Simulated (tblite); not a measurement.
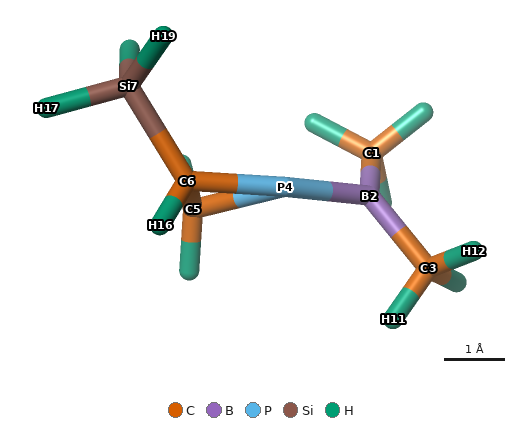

Fig. 1: The starting structure (stick view, seen at a tilt; atoms are numbered from 1 in the order of the input).

Geometry relaxation, with input and output: C4H12BPSi (part 1 of 2)

System: C4H12BPSi, SMILES CB(C)P1C[C@@H]1[SiH3].
Method: GFN2-xTB geometry optimisation, gas phase (tblite 0.8.0).

### Output
```
step      E/eV     max force
  0    -544.51398    4.969
  1    -544.94011    1.669
  2    -545.17467    1.556
  3    -545.36270    1.446
  4    -545.47558    1.207
  5    -545.62842    1.137
  6    -545.73524    1.027
  7    -545.85061    0.741
  8    -545.91869    0.972
  9    -546.01497    0.837
 10    -546.08660    0.765
 11    -546.14875    0.621
 12    -546.19001    0.619
 13    -546.23834    0.544
 14    -546.27207    0.477
 15    -546.29690    0.428
 16    -546.31883    0.285
 17    -546.34063    0.321
 18    -546.35942    0.349
 19    -546.37618    0.406
 20    -546.39461    0.390
 21    -546.41877    0.374
 22    -546.44666    0.364
 23    -546.47492    0.491
 24    -546.50564    0.581
 25    -546.54759    0.684
 26    -546.58617    0.407
 27    -546.61339    0.329
 28    -546.63315    0.368
 29    -546.65650    0.441
 30    -546.68000    0.445
 31    -546.70566    0.372
 32    -546.73151    0.391
 33    -546.75851    0.555
 34    -546.78312    0.375
 35    -546.80987    0.401
 36    -546.82916    0.374
 37    -546.84554    0.329
 38    -546.85861    0.304
 39    -546.87537    0.317
 40    -546.89812    0.370
 41    -546.92349    0.431
 42    -546.94524    0.331
 43    -546.96356    0.244
 44    -546.97718    0.273
 45    -546.98751    0.252
 46    -546.99425    0.248
 47    -546.99912    0.221
 48    -547.00405    0.155
 49    -547.01100    0.132
 50    -547.01428    0.130
 51    -547.01777    0.140
 52    -547.02006    0.107
 53    -547.02211    0.093
 54    -547.02321    0.087
 55    -547.02396    0.077
 56    -547.02480    0.074
 57    -547.02594    0.077
 58    -547.02714    0.072
 59    -547.02805    0.055
 60    -547.02870    0.050
 61    -547.02930    0.049
 62    -547.02991    0.057
 63    -547.03051    0.064
 64    -547.03106    0.066
 65    -547.03170    0.084
 66    -547.03269    0.095
 67    -547.03425    0.104
 68    -547.03639    0.118
 69    -547.03865    0.117
 70    -547.04050    0.096
 71    -547.04223    0.100
 72    -547.04441    0.131
 73    -547.04686    0.138
 74    -547.04921    0.130
 75    -547.05109    0.091
 76    -547.05269    0.107
 77    -547.05438    0.150
 78    -547.05597    0.105
 79    -547.05732    0.090
 80    -547.05840    0.074
 81    -547.05948    0.098
 82    -547.06130    0.140
 83    -547.06393    0.137
 84    -547.06681    0.121
 85    -547.06897    0.161
 86    -547.07148    0.213
 87    -547.07522    0.159
 88    -547.08357    0.216
 89    -547.08864    0.110
 90    -547.09302    0.180
 91    -547.09546    0.129
 92    -547.09815    0.149
 93    -547.10107    0.118
 94    -547.10443    0.089
 95    -547.10759    0.094
 96    -547.10895    0.104
 97    -547.11018    0.095
 98    -547.11132    0.074
 99    -547.11250    0.075
100    -547.11349    0.081
101    -547.11442    0.090
102    -547.11554    0.111
103    -547.11727    0.119
104    -547.11971    0.155
105    -547.12233    0.144
106    -547.12403    0.079
107    -547.12459    0.121
108    -547.12558    0.058
109    -547.12601    0.051
110    -547.12648    0.041
111    -547.12670    0.042
112    -547.12698    0.039
113    -547.12718    0.037
114    -547.12733    0.032
115    -547.12748    0.025
116    -547.12764    0.030
117    -547.12780    0.025
118    -547.12790    0.019
119    -547.12797    0.019
120    -547.12804    0.020
121    -547.12814    0.022
122    -547.12824    0.020
123    -547.12831    0.013
124    -547.12835    0.010
```

### Trajectory as extended XYZ (Å, eV, eV/Å), 25 of the 125 frames kept, from step=0 to step=124
```
19
Properties=species:S:1:pos:R:3:forces:R:3 step=0 energy=-544.51398
C    -1.7007    1.5213   -0.6439   -0.1930  -0.1600   0.5950
B    -1.4756   -0.0454   -0.7894   -1.1610   1.0340   0.4760
C    -2.7816   -0.9337   -0.5670    0.2390  -0.1520  -0.6820
P     0.1554   -0.7662   -0.5974   -2.5290  -1.1170  -0.7390
C     0.9188   -0.0910    1.0004   -0.6390   1.4860  -0.9050
C     1.7054   -0.9372    0.0747    4.2350  -1.0350   2.3850
Si    3.2545   -0.0454   -0.5387    0.3930   0.1040   0.0030
H    -2.4619    1.6249    0.1773    0.8320   0.5160  -0.7520
H    -0.7424    2.0061   -0.3740   -0.8910   0.2720  -0.2890
H    -2.1486    1.9288   -1.5791    0.5150  -0.0680   0.8170
H    -2.5196   -1.7135    0.1811   -0.6660   0.4030  -0.6390
H    -3.0237   -1.4024   -1.5458   -0.3430  -0.0250   0.8970
H    -3.6255   -0.2902   -0.2081    0.6750  -0.9420  -0.4390
H     0.4215   -0.4468    1.8916    0.2440  -0.0610  -0.0100
H     1.1291    1.0011    0.9579   -0.1880  -0.8200   0.3670
H     2.0100   -1.9279    0.5191   -0.5710   0.4500  -0.5870
H     4.3535   -0.4503    0.3515   -0.0840  -0.0090  -0.1150
H     3.0336    1.3834   -0.3510    0.0270   0.1490  -0.1470
H     3.4879   -0.4064   -1.9213    0.1030  -0.0230  -0.2360
19
Properties=species:S:1:pos:R:3:forces:R:3 step=5 energy=-545.62842
C    -1.7058    1.5488   -0.5983    0.1030   0.1640   0.0640
B    -1.5016    0.0219   -0.7595    0.7100  -0.5240  -0.0960
C    -2.7550   -0.9296   -0.6251   -0.3260  -0.1090   0.0030
P     0.0640   -1.0499   -0.5281   -0.2920  -0.2000   0.4790
C     0.8383   -0.0938    0.9207    0.3710  -0.0840   0.4050
C     1.8726   -0.8707    0.2355   -0.4860  -0.4840  -0.9070
Si    3.3346   -0.0109   -0.5620   -0.2120  -0.1140   0.1550
H    -2.4359    1.7487    0.1764   -0.0590   0.2200   0.1430
H    -0.8002    2.0905   -0.3904    0.2740   0.3360   0.1510
H    -2.1070    1.9496   -1.5190   -0.1760   0.1420  -0.2370
H    -2.5872   -1.7030    0.1177    0.2140  -0.1780   0.0330
H    -3.0899   -1.4539   -1.5148    0.1620   0.0220  -0.2210
H    -3.6107   -0.3813   -0.2551   -0.2980   0.2470  -0.0500
H     0.4746   -0.4398    1.8619   -0.1590  -0.2680   0.6670
H     1.0886    0.9688    0.9730   -0.6610  -0.0960  -0.4580
H     1.9651   -1.9402    0.5028    0.2520   0.6970   0.1140
H     4.3914   -0.4509    0.3431    0.3410   0.0770  -0.1020
H     3.0466    1.4117   -0.3843    0.1580   0.1020  -0.1680
H     3.5079   -0.4067   -1.9563    0.0840   0.0490   0.0230
19
Properties=species:S:1:pos:R:3:forces:R:3 step=10 energy=-546.08660
C    -1.6633    1.5767   -0.5900    0.0900  -0.1650  -0.0710
B    -1.4491   -0.0022   -0.7393   -0.2820   0.0550   0.2310
C    -2.7704   -0.9289   -0.6422    0.1750   0.2420  -0.0480
P    -0.0266   -1.2221   -0.3407   -0.1620   0.3100   0.1990
C     0.8365   -0.1588    0.9941   -0.4630  -0.0920  -0.1960
C     1.7748   -0.8843    0.0883    0.1390   0.0560   0.7500
Si    3.3265   -0.0125   -0.5547   -0.1360   0.1000  -0.1420
H    -2.3986    1.8206    0.1789    0.0430  -0.2280   0.0650
H    -0.7890    2.1866   -0.3711    0.1270  -0.1390  -0.1190
H    -2.1058    1.9678   -1.5075    0.1000  -0.0770  -0.0990
H    -2.5799   -1.7238    0.0845   -0.0970   0.0860  -0.0240
H    -3.0663   -1.4531   -1.5523    0.1860   0.1710  -0.0770
H    -3.6431   -0.3725   -0.3032    0.0070  -0.0130  -0.0360
H     0.5171   -0.4880    1.9856    0.6370   0.0980  -0.1440
H     0.8806    0.9261    0.8673   -0.4320  -0.3270   0.0950
H     2.0408   -1.8446    0.5367    0.1640  -0.1050  -0.1890
H     4.4659   -0.4218    0.2958   -0.2350   0.0800  -0.1520
H     3.0993    1.4342   -0.4425    0.0690  -0.0500  -0.0260
H     3.5405   -0.3902   -1.9497    0.0700  -0.0020  -0.0180
19
Properties=species:S:1:pos:R:3:forces:R:3 step=16 energy=-546.31883
C    -1.6275    1.5743   -0.5974    0.1120  -0.2070  -0.0240
B    -1.4470   -0.0062   -0.6786   -0.2630   0.0720  -0.0100
C    -2.7809   -0.8902   -0.6536    0.1220   0.0710  -0.0210
P    -0.0815   -1.2732   -0.2205    0.2280  -0.1590   0.0270
C     0.7671   -0.2074    1.0429    0.2390  -0.0550   0.0500
C     1.7546   -0.8687    0.1418   -0.0490   0.0770  -0.1900
Si    3.2633    0.0074   -0.5899    0.0560   0.1120  -0.1060
H    -2.3565    1.7920    0.1931    0.1960   0.0400  -0.1700
H    -0.7339    2.1728   -0.4053   -0.0910  -0.1240  -0.0670
H    -2.0716    1.9428   -1.5295    0.0890  -0.0970   0.1840
H    -2.6148   -1.7057    0.0573   -0.2140   0.0200  -0.0540
H    -2.9826   -1.3831   -1.6090    0.0160   0.1500   0.0750
H    -3.6827   -0.3562   -0.3463    0.1240  -0.0500  -0.1550
H     0.7133   -0.4959    2.0807   -0.0300   0.0090   0.1810
H     0.6293    0.8504    0.8506    0.0500   0.0110   0.2800
H     2.1101   -1.8326    0.5245   -0.1740   0.0900   0.0740
H     4.4273   -0.3829    0.2264   -0.1430  -0.0070   0.0110
H     3.1364    1.4594   -0.4850   -0.1250   0.0610  -0.0460
H     3.5678   -0.3876   -1.9644   -0.1430  -0.0150  -0.0400
19
Properties=species:S:1:pos:R:3:forces:R:3 step=21 energy=-546.41877
C    -1.5753    1.5196   -0.6095    0.0180   0.2000   0.0250
B    -1.4416   -0.0419   -0.6418    0.3390  -0.0900   0.1300
C    -2.7782   -0.8642   -0.6607   -0.1900  -0.2060  -0.0450
P    -0.0549   -1.3151   -0.1572   -0.2490   0.0570   0.1300
C     0.7917   -0.2359    1.1138   -0.1020   0.1420   0.0780
C     1.7446   -0.8311    0.1307   -0.0430  -0.0510   0.1400
Si    3.2279    0.0582   -0.6465   -0.1690  -0.0830   0.0880
H    -2.2854    1.7870    0.1726    0.0260   0.0190   0.1190
H    -0.6821    2.1096   -0.4499    0.2620   0.0230   0.0040
H    -2.0334    1.8922   -1.5220   -0.0130  -0.0830  -0.1890
H    -2.7125   -1.7016    0.0319   -0.0280  -0.1580  -0.0190
H    -2.9277   -1.2980   -1.6447   -0.0270  -0.1590  -0.1680
H    -3.6894   -0.3306   -0.4178   -0.0590   0.2570  -0.0110
H     0.8222   -0.5018    2.1663   -0.0200  -0.2250  -0.1280
H     0.5400    0.8081    0.9733    0.1840   0.0870   0.0810
H     2.0898   -1.7931    0.5312    0.2290   0.1090  -0.0990
H     4.3461   -0.3659    0.2023    0.0680   0.0420   0.0200
H     3.0927    1.5072   -0.5278   -0.0980   0.0560  -0.1080
H     3.5157   -0.3935   -2.0061   -0.1290   0.0630  -0.0500
19
Properties=species:S:1:pos:R:3:forces:R:3 step=26 energy=-546.58617
C    -1.4411    1.4599   -0.6256    0.0040  -0.2300   0.0140
B    -1.4056   -0.1230   -0.5162   -0.3500   0.0700  -0.1950
C    -2.8081   -0.8689   -0.7096    0.1590   0.2910  -0.0850
P    -0.1052   -1.3758    0.0703    0.1410  -0.0340   0.1020
C     0.8025   -0.2546    1.2604    0.0340  -0.1120   0.0780
C     1.6737   -0.7638    0.1648    0.1430  -0.0540  -0.0120
Si    3.0968    0.1301   -0.7122   -0.0520   0.1430  -0.0380
H    -2.1056    1.8044    0.1677    0.0560   0.1280   0.0590
H    -0.5001    2.0086   -0.5355   -0.1380  -0.1640  -0.1280
H    -1.9434    1.7484   -1.5550    0.2330   0.0110   0.1120
H    -2.9255   -1.7488   -0.0620   -0.0040   0.2860  -0.2450
H    -2.8516   -1.2201   -1.7466   -0.0420  -0.0880   0.1620
H    -3.6633   -0.1981   -0.5761    0.0960  -0.2460   0.0370
H     0.9926   -0.6284    2.2550   -0.1050  -0.0670   0.1780
H     0.4803    0.7750    1.2508    0.1290   0.1350  -0.0420
H     2.1721   -1.6718    0.5113   -0.0290  -0.2190   0.0770
H     4.2258   -0.2992    0.1515   -0.0880   0.2300  -0.2330
H     2.9584    1.5954   -0.6728   -0.0480  -0.1810  -0.0490
H     3.3375   -0.3598   -2.0821   -0.1400   0.0990   0.2090
19
Properties=species:S:1:pos:R:3:forces:R:3 step=31 energy=-546.70566
C    -1.3457    1.3727   -0.6238    0.0580   0.1900  -0.0900
B    -1.4100   -0.1888   -0.4604    0.0070   0.1350   0.0500
C    -2.8163   -0.8338   -0.7748   -0.0340  -0.0430  -0.0990
P    -0.1084   -1.3898    0.2478   -0.1250  -0.1600  -0.0940
C     0.8384   -0.2807    1.4010    0.1760   0.0160   0.0350
C     1.6593   -0.7424    0.2343   -0.0310  -0.2540   0.1900
Si    2.9584    0.2103   -0.7600   -0.2860  -0.1070   0.1410
H    -1.9355    1.8497    0.1657    0.0710  -0.0520  -0.1200
H    -0.3706    1.8477   -0.6367    0.2180  -0.0820   0.1550
H    -1.8176    1.6403   -1.5670   -0.1520   0.0890  -0.0190
H    -3.0873   -1.7041   -0.1917    0.1470  -0.2040   0.2740
H    -2.8113   -1.1908   -1.8028    0.0170   0.0390  -0.1880
H    -3.6400   -0.1319   -0.6890   -0.0520   0.1320  -0.0650
H     1.0676   -0.7395    2.3568   -0.0450   0.1430   0.0790
H     0.5521    0.7664    1.4777    0.0760  -0.2100  -0.1160
H     2.2127   -1.6504    0.5157   -0.1170   0.0220   0.0380
H     4.1140   -0.1661    0.0497    0.3040   0.1710  -0.0280
H     2.8025    1.6505   -0.7980   -0.1490   0.2430   0.0220
H     3.1278   -0.3100   -2.1064   -0.0860  -0.0690  -0.1660
19
Properties=species:S:1:pos:R:3:forces:R:3 step=36 energy=-546.82916
C    -1.2576    1.3440   -0.6490    0.0380   0.0340   0.0240
B    -1.4228   -0.1984   -0.4302    0.1660  -0.1340   0.0000
C    -2.8233   -0.8162   -0.8392    0.0300  -0.0850   0.1630
P    -0.1519   -1.4182    0.3682    0.0340   0.0770   0.0500
C     0.8826   -0.3375    1.5071   -0.2710  -0.0230  -0.0160
C     1.6426   -0.8046    0.3176    0.0460   0.0990  -0.1330
Si    2.8051    0.2526   -0.7559    0.2120   0.0060  -0.1030
H    -1.7901    1.8839    0.1362    0.0770   0.0050   0.0250
H    -0.2310    1.7011   -0.6647    0.0040   0.0890  -0.0320
H    -1.7540    1.6210   -1.5769    0.1190   0.1540  -0.0640
H    -3.1170   -1.6775   -0.2340    0.0740   0.0440  -0.0840
H    -2.7840   -1.1671   -1.8749    0.0130   0.0380   0.1160
H    -3.6309   -0.0829   -0.7826    0.0760  -0.0820  -0.0670
H     1.0908   -0.7728    2.4807    0.0330   0.0380  -0.1040
H     0.6329    0.7127    1.5579   -0.0670   0.0630  -0.0040
H     2.2213   -1.6959    0.5545    0.0200  -0.1910   0.0120
H     4.1076    0.0320   -0.0859   -0.1570   0.0930  -0.0600
H     2.6362    1.7130   -0.8693   -0.2650  -0.2180   0.1490
H     2.9337   -0.2799   -2.1215   -0.1820  -0.0070   0.1290
19
Properties=species:S:1:pos:R:3:forces:R:3 step=41 energy=-546.92349
C    -1.1712    1.3379   -0.6758    0.1260  -0.0680  -0.0510
B    -1.3788   -0.2072   -0.4349   -0.1780   0.1960  -0.1190
C    -2.7862   -0.8143   -0.8478    0.0870   0.0790  -0.1760
P    -0.1605   -1.4180    0.4329   -0.0930  -0.1280  -0.1260
C     0.8677   -0.3587    1.5490    0.4250   0.0500  -0.0520
C     1.6519   -0.8602    0.3659   -0.1150  -0.0440   0.1510
Si    2.7169    0.2554   -0.7490   -0.2490  -0.0120   0.0690
H    -1.6436    1.9059    0.1255   -0.0110  -0.0310   0.0580
H    -0.1232    1.6214   -0.6922    0.0690   0.1500  -0.0550
H    -1.6423    1.6838   -1.5999    0.1040  -0.0950   0.1130
H    -3.0952   -1.6749   -0.2590   -0.0050   0.0220   0.0670
H    -2.7540   -1.1595   -1.8832    0.2060  -0.1040  -0.0150
H    -3.5890   -0.0755   -0.8561    0.0470  -0.0170   0.2340
H     1.0844   -0.7850    2.5239   -0.0210  -0.0120  -0.0360
H     0.7067    0.7121    1.5982   -0.1680  -0.0510  -0.0760
H     2.2003   -1.7903    0.5830   -0.0480   0.3200   0.0040
H     4.0801    0.2411   -0.2075   -0.0300  -0.0930   0.0320
H     2.3441    1.6724   -0.8325   -0.1660  -0.0570   0.1320
H     2.6822   -0.2771   -2.1026    0.0200  -0.1060  -0.1540
19
Properties=species:S:1:pos:R:3:forces:R:3 step=46 energy=-546.99425
C    -1.0841    1.3309   -0.6905   -0.0090   0.0640   0.0430
B    -1.3548   -0.1990   -0.4334    0.1880   0.0030   0.0730
C    -2.7530   -0.8039   -0.8609    0.0710   0.0560   0.0230
P    -0.1799   -1.4385    0.4696    0.0780  -0.0270   0.0170
C     0.8883   -0.3656    1.5735   -0.2410  -0.0510  -0.0250
C     1.6230   -0.8641    0.3812    0.0090   0.0160  -0.0810
Si    2.6239    0.2520   -0.7693   -0.0120  -0.0030  -0.0560
H    -1.5517    1.8869    0.1272    0.0510   0.0140  -0.0310
H    -0.0380    1.6285   -0.7264   -0.0690  -0.0600   0.0640
H    -1.5547    1.6931   -1.6030   -0.0470  -0.0480  -0.0080
H    -3.0862   -1.6612   -0.2736    0.1320   0.0400  -0.0330
H    -2.6598   -1.1488   -1.8927   -0.0250  -0.0480   0.0040
H    -3.5565   -0.0694   -0.8574    0.0050   0.0280  -0.0170
H     1.1329   -0.7868    2.5409   -0.0590  -0.0010   0.0260
H     0.6239    0.6816    1.6130    0.0680   0.0680  -0.0100
H     2.2017   -1.7619    0.5990    0.0440  -0.0230   0.0510
H     4.0115    0.3073   -0.2636   -0.2030  -0.1000  -0.0640
H     2.1409    1.6325   -0.7731   -0.0260   0.0440   0.0090
H     2.5629   -0.3044   -2.1226    0.0450   0.0300   0.0150
19
Properties=species:S:1:pos:R:3:forces:R:3 step=52 energy=-547.02006
C    -1.0703    1.3433   -0.6820   -0.0140  -0.0100   0.0640
B    -1.3162   -0.1903   -0.4372   -0.0140  -0.0620  -0.0310
C    -2.7153   -0.7910   -0.8634   -0.0260  -0.0810   0.0390
P    -0.1756   -1.4584    0.4540   -0.0200   0.0510   0.0200
C     0.8553   -0.3666    1.5611    0.0130  -0.0090   0.0010
C     1.6109   -0.8771    0.3803    0.0690   0.0150   0.0270
Si    2.5776    0.2493   -0.7845   -0.0030  -0.0400  -0.0440
H    -1.5394    1.8984    0.1330   -0.0100   0.0160  -0.0060
H    -0.0288    1.6446   -0.7097   -0.0080   0.0400  -0.0270
H    -1.5533    1.6847   -1.5970    0.0360   0.0060   0.0240
H    -3.0178   -1.6495   -0.2614    0.0310   0.0340   0.0120
H    -2.6435   -1.1664   -1.8873   -0.0020   0.0690   0.0140
H    -3.5316   -0.0675   -0.8461    0.0860  -0.0280  -0.0570
H     1.0946   -0.7801    2.5351   -0.0600   0.0310  -0.0200
H     0.6271    0.6916    1.5855   -0.0440  -0.0390   0.0130
H     2.2152   -1.7519    0.6221    0.0030  -0.0350   0.0160
H     3.9567    0.2755   -0.2831   -0.0120  -0.0210   0.0020
H     2.0842    1.6272   -0.7428    0.0260  -0.0010  -0.0500
H     2.5603   -0.3066   -2.1385   -0.0510   0.0640   0.0010
19
Properties=species:S:1:pos:R:3:forces:R:3 step=57 energy=-547.02594
C    -1.0645    1.3421   -0.6714    0.0230  -0.0060  -0.0320
B    -1.3054   -0.1964   -0.4369   -0.0160   0.0330   0.0080
C    -2.7033   -0.7967   -0.8641    0.0330   0.0390  -0.0380
P    -0.1741   -1.4605    0.4625    0.0140  -0.0210  -0.0460
C     0.8526   -0.3678    1.5641    0.0110   0.0230   0.0250
C     1.6180   -0.8802    0.3908   -0.0400  -0.0240   0.0280
Si    2.5616    0.2458   -0.7924    0.0360  -0.0020   0.0360
H    -1.5321    1.9074    0.1361   -0.0180  -0.0210   0.0240
H    -0.0252    1.6488   -0.7119    0.0200   0.0130   0.0370
H    -1.5414    1.6808   -1.5898   -0.0330   0.0000  -0.0050
H    -3.0062   -1.6482   -0.2565   -0.0170  -0.0120  -0.0160
H    -2.6365   -1.1595   -1.8914    0.0390  -0.0480   0.0020
H    -3.5097   -0.0656   -0.8613   -0.0100   0.0100   0.0380
H     1.0742   -0.7780    2.5417    0.0040  -0.0040   0.0280
H     0.6155    0.6874    1.5893   -0.0180   0.0080  -0.0160
H     2.2192   -1.7584    0.6331   -0.0030   0.0270   0.0130
H     3.9412    0.2703   -0.2942    0.0100  -0.0190  -0.0130
H     2.0755    1.6259   -0.7591    0.0160   0.0090  -0.0170
H     2.5306   -0.2878   -2.1506   -0.0520  -0.0040  -0.0560
19
Properties=species:S:1:pos:R:3:forces:R:3 step=62 energy=-547.02991
C    -1.0617    1.3501   -0.6657   -0.0130   0.0030   0.0160
B    -1.2933   -0.1913   -0.4389    0.0210  -0.0090  -0.0200
C    -2.6876   -0.7959   -0.8668   -0.0180  -0.0100   0.0210
P    -0.1683   -1.4676    0.4494    0.0030   0.0040   0.0100
C     0.8418   -0.3663    1.5630   -0.0210  -0.0140  -0.0200
C     1.6178   -0.8825    0.3978    0.0280   0.0410  -0.0140
Si    2.5628    0.2353   -0.7971   -0.0400   0.0080  -0.0180
H    -1.5435    1.9017    0.1449    0.0040  -0.0240  -0.0050
H    -0.0259    1.6736   -0.6965   -0.0280  -0.0080   0.0110
H    -1.5463    1.6850   -1.5825    0.0210   0.0090   0.0140
H    -2.9883   -1.6471   -0.2558    0.0040  -0.0020  -0.0080
H    -2.6178   -1.1711   -1.8896    0.0040   0.0170   0.0000
H    -3.4970   -0.0682   -0.8543   -0.0100  -0.0010  -0.0420
H     1.0547   -0.7669    2.5473    0.0020   0.0070  -0.0110
H     0.5872    0.6850    1.5710    0.0180   0.0090   0.0170
H     2.2217   -1.7555    0.6497    0.0020   0.0130   0.0220
H     3.9419    0.2444   -0.3001    0.0270  -0.0200  -0.0320
H     2.0873    1.6211   -0.7690    0.0230  -0.0110   0.0120
H     2.5048   -0.2747   -2.1687   -0.0290  -0.0110   0.0480
```
